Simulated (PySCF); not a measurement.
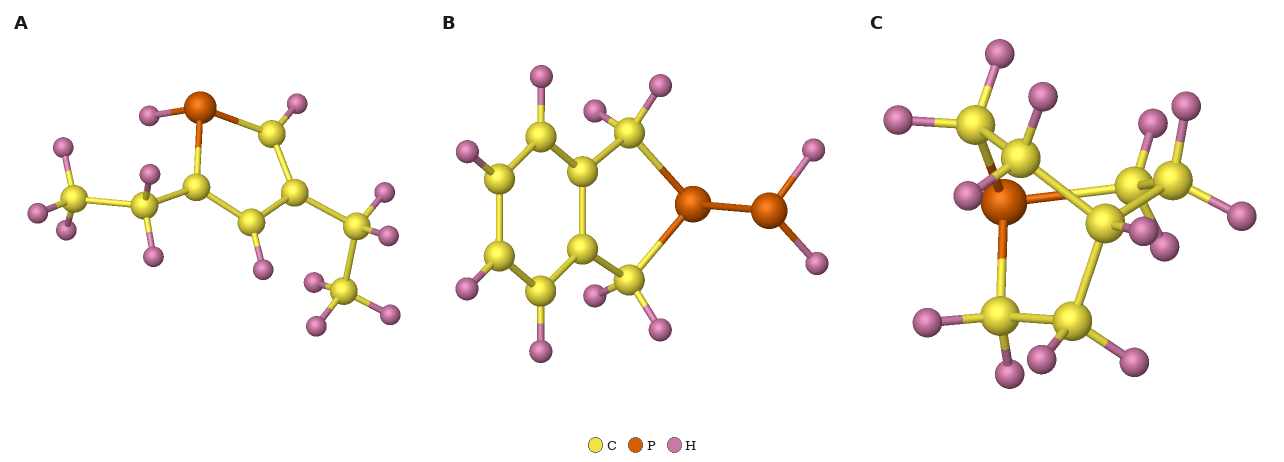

Figure made from data computed with PySCF.

Match each picture to its SMILES.
(1) CCc1c[pH]c(CC)c1
(2) PP1Cc2ccccc2C1
(3) C1CP2CCC1CC2

A is (1), B is (2), C is (3).
